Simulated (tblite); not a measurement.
## Geometry relaxation of C₅H₁₂SSi₂ (part 2 of 4)

The same run, continued: C₅H₁₂SSi₂; GFN2-xTB geometry optimisation, gas phase (tblite 0.8.0). It belongs to a series of runs on one base structure; here: S inserted into a C-Si bond.

Geometry of the input (Å):
```
C  0.2435  2.1483  -0.3067
C  -0.0844  0.8831  -0.4383
C  -1.4780  0.4028  -0.6947
C  -2.0473  -0.4198  0.3950
C  -1.5614  -1.8568  0.4527
S  0.1961  -1.9592  0.9511
Si 1.1816  -0.4828  -0.2867
Si 3.1441  0.1719  0.4569
H  1.2762  2.4049  -0.1111
H  -0.5307  2.9012  -0.3933
H  -1.3941  -0.1695  -1.6643
H  -2.0865  1.3252  -0.9075
H  -3.1624  -0.4861  0.2240
H  -1.9807  0.0645  1.4056
H  -2.1366  -2.3413  1.2742
H  -1.7473  -2.4259  -0.4680
H  1.2555  -1.0785  -1.6258
H  3.1210  0.8813  1.7289
H  3.7291  1.0214  -0.6052
H  4.0573  -0.9744  0.6102
```

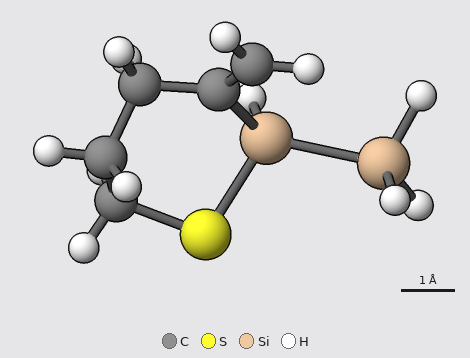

**Figure 1.** The geometry at step 22 of the log (ball-and-stick view, seen at a tilt).

Trajectory as extended XYZ, continued:
```
20
Properties=species:S:1:pos:R:3:forces:R:3 step=12 energy=-639.86865
C     0.2292    2.1403   -0.2986   -0.0450   0.0150  -0.0330
C    -0.1006    0.8662   -0.4589    0.0480  -0.0360  -0.0260
C    -1.5067    0.4258   -0.7454   -0.0260   0.0340  -0.0120
C    -2.0948   -0.4116    0.3959   -0.0250  -0.0160   0.0070
C    -1.5600   -1.8334    0.4764    0.0680   0.0410   0.0000
S     0.1980   -1.9776    0.9760   -0.0560   0.0230   0.0660
Si    1.1507   -0.5387   -0.3256    0.1640   0.0020   0.0210
Si    3.2077    0.1347    0.4787   -0.1170  -0.0040   0.0080
H     1.2387    2.4575   -0.0885   -0.0050  -0.1000   0.0020
H    -0.4914    2.9383   -0.3869   -0.0960   0.0220   0.0110
H    -1.5210   -0.1684   -1.6639    0.0120  -0.0140  -0.0040
H    -2.1457    1.2953   -0.9034   -0.0490   0.0970   0.0000
H    -3.1751   -0.4855    0.2423   -0.0340  -0.0160   0.0130
H    -1.9349    0.1093    1.3434    0.0710  -0.0660   0.0080
H    -2.0948   -2.3941    1.2463    0.0270   0.0380  -0.0690
H    -1.6750   -2.3520   -0.4780    0.0310   0.0560   0.0230
H     1.1828   -1.1679   -1.6604   -0.0370  -0.0350   0.0010
H     3.1724    0.9060    1.7195   -0.0320  -0.0360   0.0640
H     3.7703    1.0342   -0.5227    0.0710   0.0480  -0.1060
H     4.1450   -0.9676    0.6507    0.0290  -0.0520   0.0270
20
Properties=species:S:1:pos:R:3:forces:R:3 step=14 energy=-639.87463
C     0.2228    2.1398   -0.3027   -0.0200  -0.0200  -0.0090
C    -0.1015    0.8654   -0.4711   -0.0100  -0.0310   0.0150
C    -1.5106    0.4291   -0.7490   -0.0540   0.0190  -0.0370
C    -2.0921   -0.4076    0.3942   -0.0620  -0.0220   0.0590
C    -1.5525   -1.8241    0.4745    0.0250  -0.0500  -0.0140
S     0.1965   -1.9686    0.9823    0.0560   0.0480   0.0810
Si    1.1545   -0.5372   -0.3290    0.0500  -0.0470  -0.0230
Si    3.2076    0.1300    0.4794    0.0470   0.0330   0.0010
H     1.2341    2.4435   -0.0837   -0.0090  -0.0110  -0.0170
H    -0.5015    2.9364   -0.3855   -0.0330   0.0030   0.0160
H    -1.5332   -0.1673   -1.6653    0.0080  -0.0100  -0.0320
H    -2.1523    1.2991   -0.9008   -0.0070   0.0790  -0.0100
H    -3.1732   -0.4882    0.2531   -0.0490   0.0050  -0.0350
H    -1.9308    0.1091    1.3413    0.0970   0.0000   0.0640
H    -2.0902   -2.3957    1.2322   -0.0060   0.0480   0.0120
H    -1.6649   -2.3412   -0.4779    0.0460   0.0250  -0.0920
H     1.1678   -1.1830   -1.6585   -0.0110  -0.0110   0.0260
H     3.1760    0.9020    1.7216   -0.0500  -0.0470   0.0490
H     3.7809    1.0359   -0.5174    0.0250  -0.0090  -0.0590
H     4.1573   -0.9668    0.6595   -0.0440  -0.0030   0.0050
20
Properties=species:S:1:pos:R:3:forces:R:3 step=16 energy=-639.87943
C     0.2163    2.1379   -0.3066    0.0010  -0.0500   0.0180
C    -0.1031    0.8622   -0.4793   -0.0690  -0.0120   0.0250
C    -1.5176    0.4326   -0.7532   -0.0220  -0.0190   0.0140
C    -2.0935   -0.4055    0.3962    0.0050   0.0190   0.0000
C    -1.5449   -1.8197    0.4715   -0.0270  -0.0180  -0.0310
S     0.1991   -1.9578    0.9936    0.0670   0.0630   0.0530
Si    1.1615   -0.5389   -0.3327   -0.0960  -0.0040  -0.0130
Si    3.2106    0.1294    0.4798    0.1310   0.0600  -0.0170
H     1.2297    2.4318   -0.0817   -0.0330   0.0530  -0.0340
H    -0.5116    2.9348   -0.3830    0.0440  -0.0510   0.0180
H    -1.5418   -0.1670   -1.6686   -0.0270   0.0290  -0.0050
H    -2.1577    1.3080   -0.8997    0.0520  -0.0150  -0.0120
H    -3.1758   -0.4899    0.2590   -0.0040   0.0190  -0.0060
H    -1.9202    0.1082    1.3441    0.0470   0.0040   0.0180
H    -2.0872   -2.3935    1.2224   -0.0130   0.0070   0.0400
H    -1.6533   -2.3308   -0.4845    0.0690   0.0100  -0.0900
H     1.1556   -1.1956   -1.6555    0.0110  -0.0180   0.0100
H     3.1746    0.8952    1.7272   -0.0530  -0.0450   0.0210
H     3.7910    1.0365   -0.5184   -0.0110  -0.0520   0.0000
H     4.1632   -0.9669    0.6666   -0.0710   0.0200  -0.0090
20
Properties=species:S:1:pos:R:3:forces:R:3 step=17 energy=-639.88179
C     0.2127    2.1356   -0.3082    0.0070  -0.0490   0.0290
C    -0.1058    0.8599   -0.4831   -0.0650  -0.0090   0.0250
C    -1.5223    0.4339   -0.7553    0.0030  -0.0310   0.0370
C    -2.0944   -0.4042    0.3977    0.0380   0.0220  -0.0300
C    -1.5412   -1.8181    0.4691   -0.0300   0.0100  -0.0260
S     0.2023   -1.9504    1.0013    0.0210   0.0590   0.0290
Si    1.1635   -0.5400   -0.3351   -0.1050   0.0370   0.0070
Si    3.2150    0.1304    0.4796    0.0740   0.0460  -0.0230
H     1.2264    2.4270   -0.0814   -0.0350   0.0690  -0.0380
H    -0.5159    2.9329   -0.3812    0.0610  -0.0630   0.0160
H    -1.5475   -0.1663   -1.6709   -0.0440   0.0420   0.0110
H    -2.1596    1.3128   -0.8995    0.0610  -0.0510  -0.0110
H    -3.1775   -0.4903    0.2619    0.0270   0.0260   0.0210
H    -1.9130    0.1081    1.3461    0.0100  -0.0060  -0.0230
H    -2.0859   -2.3921    1.2181   -0.0030  -0.0140   0.0230
H    -1.6450   -2.3247   -0.4908    0.0780   0.0100  -0.0470
H     1.1491   -1.2032   -1.6537    0.0190  -0.0230   0.0000
H     3.1725    0.8903    1.7308   -0.0490  -0.0380   0.0080
H     3.7965    1.0356   -0.5190   -0.0090  -0.0450   0.0050
H     4.1649   -0.9665    0.6704   -0.0590   0.0080  -0.0120
20
Properties=species:S:1:pos:R:3:forces:R:3 step=19 energy=-639.88537
C     0.2077    2.1297   -0.3089    0.0120  -0.0120   0.0310
C    -0.1123    0.8557   -0.4876    0.0110  -0.0120   0.0180
C    -1.5290    0.4345   -0.7571    0.0270  -0.0220   0.0240
C    -2.0941   -0.4019    0.3987    0.0350  -0.0140  -0.0270
C    -1.5366   -1.8151    0.4647    0.0090   0.0210   0.0040
S     0.2070   -1.9361    1.0143   -0.0640   0.0380   0.0010
Si    1.1621   -0.5391   -0.3382   -0.0080   0.0500   0.0220
Si    3.2230    0.1334    0.4783   -0.0990  -0.0130  -0.0160
H     1.2200    2.4237   -0.0830    0.0000   0.0580  -0.0310
H    -0.5195    2.9269   -0.3777    0.0210  -0.0290   0.0100
H    -1.5591   -0.1630   -1.6738   -0.0480   0.0230   0.0080
H    -2.1598    1.3173   -0.8997    0.0220  -0.0410  -0.0020
H    -3.1781   -0.4892    0.2680    0.0410   0.0320   0.0450
H    -1.9019    0.1079    1.3474   -0.0270  -0.0090  -0.0530
H    -2.0836   -2.3910    1.2119    0.0170  -0.0280  -0.0340
H    -1.6278   -2.3146   -0.5019    0.0730   0.0120   0.0320
H     1.1400   -1.2161   -1.6507    0.0240  -0.0120   0.0130
H     3.1670    0.8811    1.7364   -0.0370  -0.0180  -0.0090
H     3.8049    1.0327   -0.5198    0.0170   0.0010  -0.0210
H     4.1650   -0.9661    0.6756   -0.0270  -0.0250  -0.0160
20
Properties=species:S:1:pos:R:3:forces:R:3 step=21 energy=-639.88816
C     0.2051    2.1246   -0.3071    0.0130   0.0350   0.0110
C    -0.1162    0.8522   -0.4893    0.0660   0.0090  -0.0030
C    -1.5318    0.4336   -0.7570    0.0200   0.0100  -0.0250
C    -2.0917   -0.4011    0.3978   -0.0120  -0.0240   0.0150
C    -1.5328   -1.8119    0.4617    0.0370  -0.0070   0.0210
S     0.2065   -1.9225    1.0241   -0.0360   0.0160   0.0160
Si    1.1595   -0.5357   -0.3392    0.0590  -0.0310   0.0020
Si    3.2230    0.1350    0.4760   -0.1120  -0.0420  -0.0080
H     1.2155    2.4257   -0.0867    0.0400   0.0250  -0.0130
H    -0.5207    2.9203   -0.3743   -0.0420   0.0250   0.0070
H    -1.5707   -0.1589   -1.6753   -0.0150  -0.0190  -0.0190
H    -2.1579    1.3174   -0.8998   -0.0270   0.0130   0.0170
H    -3.1756   -0.4860    0.2755   -0.0050   0.0170   0.0230
H    -1.8957    0.1071    1.3450   -0.0130   0.0170  -0.0080
H    -2.0809   -2.3921    1.2050    0.0110  -0.0340  -0.0570
H    -1.6098   -2.3068   -0.5081    0.0460  -0.0040   0.0370
H     1.1356   -1.2259   -1.6470    0.0230   0.0080   0.0380
H     3.1597    0.8728    1.7398   -0.0280  -0.0020  -0.0220
H     3.8118    1.0301   -0.5218    0.0110   0.0090  -0.0090
H     4.1619   -0.9671    0.6778   -0.0330  -0.0200  -0.0230
20
Properties=species:S:1:pos:R:3:forces:R:3 step=22 energy=-639.88942
C     0.2043    2.1229   -0.3059    0.0120   0.0480  -0.0030
C    -0.1165    0.8507   -0.4902    0.0600   0.0260  -0.0190
C    -1.5324    0.4332   -0.7574    0.0130   0.0210  -0.0350
C    -2.0906   -0.4012    0.3975   -0.0240  -0.0060   0.0230
C    -1.5300   -1.8104    0.4608    0.0290  -0.0140   0.0170
S     0.2052   -1.9155    1.0292    0.0090   0.0060   0.0320
Si    1.1596   -0.5347   -0.3395    0.0410  -0.0650  -0.0060
Si    3.2201    0.1349    0.4746   -0.0490  -0.0320  -0.0070
H     1.2143    2.4274   -0.0889    0.0430   0.0130  -0.0050
H    -0.5224    2.9175   -0.3725   -0.0530   0.0350   0.0090
H    -1.5765   -0.1573   -1.6764    0.0060  -0.0290  -0.0220
H    -2.1574    1.3177   -0.8995   -0.0340   0.0250   0.0260
H    -3.1744   -0.4840    0.2798   -0.0270   0.0040   0.0060
H    -1.8932    0.1070    1.3435   -0.0010   0.0290   0.0190
H    -2.0793   -2.3936    1.2002    0.0010  -0.0410  -0.0490
H    -1.5999   -2.3032   -0.5099    0.0330  -0.0140   0.0190
H     1.1343   -1.2303   -1.6443    0.0220   0.0080   0.0350
H     3.1552    0.8687    1.7409   -0.0270   0.0030  -0.0300
H     3.8153    1.0289   -0.5232   -0.0090  -0.0070   0.0170
H     4.1593   -0.9681    0.6781   -0.0450  -0.0080  -0.0280
20
Properties=species:S:1:pos:R:3:forces:R:3 step=24 energy=-639.89174
C     0.2032    2.1226   -0.3043    0.0070   0.0350  -0.0300
C    -0.1144    0.8497   -0.4937    0.0020   0.0410  -0.0430
C    -1.5333    0.4338   -0.7595    0.0000   0.0200  -0.0070
C    -2.0893   -0.4009    0.3979   -0.0060   0.0330   0.0080
C    -1.5235   -1.8078    0.4595   -0.0050  -0.0030   0.0010
S     0.2042   -1.9017    1.0414    0.0660  -0.0100   0.0560
Si    1.1612   -0.5364   -0.3404   -0.0460  -0.0470   0.0000
Si    3.2134    0.1332    0.4716    0.0710   0.0050   0.0010
H     1.2142    2.4308   -0.0932    0.0120   0.0040   0.0040
H    -0.5285    2.9141   -0.3683   -0.0210   0.0190   0.0150
H    -1.5872   -0.1559   -1.6796    0.0400  -0.0120   0.0050
H    -2.1586    1.3197   -0.8971   -0.0110   0.0120   0.0290
H    -3.1740   -0.4803    0.2883   -0.0260  -0.0170  -0.0190
H    -1.8882    0.1086    1.3421    0.0100   0.0300   0.0320
H    -2.0764   -2.3992    1.1884   -0.0130  -0.0470  -0.0180
H    -1.5790   -2.2970   -0.5130    0.0170  -0.0180  -0.0140
H     1.1327   -1.2390   -1.6375    0.0200  -0.0190  -0.0080
H     3.1453    0.8610    1.7411   -0.0240   0.0130  -0.0350
H     3.8212    1.0259   -0.5239   -0.0420  -0.0310   0.0520
H     4.1519   -0.9706    0.6774   -0.0480  -0.0090  -0.0280
20
Properties=species:S:1:pos:R:3:forces:R:3 step=26 energy=-639.89386
C     0.2027    2.1251   -0.3050   -0.0040   0.0000  -0.0410
C    -0.1119    0.8514   -0.4999   -0.0440   0.0170  -0.0310
C    -1.5340    0.4357   -0.7620   -0.0090   0.0040   0.0340
C    -2.0886   -0.3989    0.3990    0.0250   0.0130  -0.0010
C    -1.5174   -1.8057    0.4588   -0.0070   0.0040  -0.0010
S     0.2070   -1.8901    1.0566    0.0170  -0.0150   0.0390
Si    1.1601   -0.5407   -0.3410   -0.0610   0.0390   0.0100
Si    3.2102    0.1312    0.4690    0.0350   0.0040   0.0100
H     1.2149    2.4348   -0.0968   -0.0290   0.0030   0.0020
H    -0.5354    2.9128   -0.3634    0.0280   0.0010   0.0140
H    -1.5944   -0.1553   -1.6821    0.0520   0.0220   0.0360
H    -2.1607    1.3223   -0.8929    0.0110  -0.0030   0.0100
H    -3.1751   -0.4780    0.2947    0.0240  -0.0200  -0.0280
H    -1.8832    0.1125    1.3425    0.0010   0.0070   0.0050
H    -2.0745   -2.4080    1.1757   -0.0080  -0.0210  -0.0010
H    -1.5582   -2.2924   -0.5162    0.0120   0.0090  -0.0120
H     1.1327   -1.2487   -1.6322    0.0090  -0.0440  -0.0380
H     3.1346    0.8554    1.7385   -0.0150   0.0280  -0.0130
H     3.8239    1.0215   -0.5211   -0.0290  -0.0020   0.0220
H     4.1422   -0.9742    0.6745   -0.0070  -0.0470  -0.0150
20
Properties=species:S:1:pos:R:3:forces:R:3 step=28 energy=-639.89527
C     0.2029    2.1274   -0.3080   -0.0110  -0.0080  -0.0230
C    -0.1122    0.8542   -0.5046   -0.0200  -0.0120   0.0090
C    -1.5341    0.4373   -0.7613   -0.0090   0.0010   0.0250
C    -2.0871   -0.3975    0.4000    0.0200  -0.0280   0.0110
C    -1.5146   -1.8051    0.4591    0.0200  -0.0080   0.0090
S     0.2093   -1.8857    1.0670   -0.0370   0.0040  -0.0040
Si    1.1557   -0.5414   -0.3405    0.0040   0.0400  -0.0120
Si    3.2095    0.1299    0.4683   -0.0500  -0.0290   0.0120
H     1.2145    2.4384   -0.0992   -0.0250  -0.0020  -0.0070
H    -0.5374    2.9131   -0.3598    0.0250   0.0150   0.0020
H    -1.5932   -0.1540   -1.6809    0.0310   0.0210   0.0220
H    -2.1612    1.3234   -0.8896   -0.0040   0.0060  -0.0040
H    -3.1742   -0.4780    0.2956    0.0440  -0.0150  -0.0220
H    -1.8812    0.1151    1.3432   -0.0060  -0.0110  -0.0060
H    -2.0741   -2.4148    1.1688    0.0000   0.0120  -0.0020
H    -1.5467   -2.2903   -0.5177    0.0120   0.0320   0.0010
H     1.1350   -1.2554   -1.6313   -0.0060  -0.0260   0.0030
H     3.1271    0.8550    1.7355   -0.0030   0.0310   0.0080
H     3.8222    1.0191   -0.5183   -0.0010   0.0310  -0.0180
H     4.1347   -0.9799    0.6706    0.0140  -0.0550  -0.0040
20
Properties=species:S:1:pos:R:3:forces:R:3 step=29 energy=-639.89585
C     0.2027    2.1281   -0.3100   -0.0110  -0.0020  -0.0070
C    -0.1130    0.8551   -0.5063    0.0010  -0.0140   0.0270
C    -1.5343    0.4380   -0.7601   -0.0040   0.0020   0.0090
C    -2.0859   -0.3976    0.4006    0.0100  -0.0310   0.0140
C    -1.5132   -1.8051    0.4595    0.0240  -0.0110   0.0090
S     0.2094   -1.8840    1.0712   -0.0340   0.0160  -0.0220
Si    1.1536   -0.5406   -0.3405    0.0250   0.0100  -0.0210
Si    3.2084    0.1289    0.4683   -0.0520  -0.0330   0.0080
H     1.2135    2.4397   -0.1004   -0.0100  -0.0050  -0.0120
H    -0.5373    2.9136   -0.3583    0.0110   0.0250  -0.0070
H    -1.5914   -0.1528   -1.6795    0.0150   0.0110   0.0060
H    -2.1612    1.3239   -0.8884   -0.0140   0.0080  -0.0040
H    -3.1726   -0.4785    0.2950    0.0350  -0.0160  -0.0160
H    -1.8805    0.1158    1.3435   -0.0070  -0.0150  -0.0010
H    -2.0741   -2.4171    1.1662    0.0020   0.0200  -0.0030
H    -1.5420   -2.2888   -0.5183    0.0110   0.0330   0.0020
H     1.1361   -1.2586   -1.6311   -0.0130  -0.0110   0.0280
H     3.1238    0.8558    1.7345    0.0030   0.0240   0.0080
H     3.8212    1.0188   -0.5178    0.0010   0.0270  -0.0170
H     4.1318   -0.9838    0.6688    0.0060  -0.0390  -0.0010
20
Properties=species:S:1:pos:R:3:forces:R:3 step=31 energy=-639.89655
C     0.2016    2.1286   -0.3128   -0.0030   0.0100   0.0150
C    -0.1142    0.8557   -0.5075    0.0120   0.0030   0.0310
C    -1.5352    0.4390   -0.7585    0.0060   0.0020  -0.0060
C    -2.0837   -0.3986    0.4018   -0.0020  -0.0030   0.0000
C    -1.5098   -1.8051    0.4598    0.0070   0.0000  -0.0020
S     0.2087   -1.8796    1.0763    0.0100   0.0210  -0.0240
Si    1.1521   -0.5396   -0.3417    0.0150  -0.0230  -0.0090
Si    3.2055    0.1261    0.4685    0.0050  -0.0070   0.0010
H     1.2116    2.4407   -0.1025    0.0110  -0.0050  -0.0160
H    -0.5375    2.9151   -0.3566   -0.0030   0.0220  -0.0160
H    -1.5898   -0.1507   -1.6781   -0.0060  -0.0020  -0.0100
H    -2.1623    1.3252   -0.8868   -0.0130  -0.0050   0.0040
H    -3.1692   -0.4800    0.2945    0.0010  -0.0210  -0.0070
H    -1.8794    0.1159    1.3439   -0.0060  -0.0170   0.0120
H    -2.0738   -2.4193    1.1619    0.0030   0.0140   0.0020
H    -1.5339   -2.2844   -0.5197    0.0070   0.0180  -0.0070
H     1.1357   -1.2645   -1.6289   -0.0190  -0.0030   0.0320
H     3.1196    0.8571    1.7336    0.0090   0.0040  -0.0070
H     3.8205    1.0192   -0.5172   -0.0150  -0.0050   0.0110
H     4.1283   -0.9902    0.6669   -0.0180  -0.0030  -0.0010
```
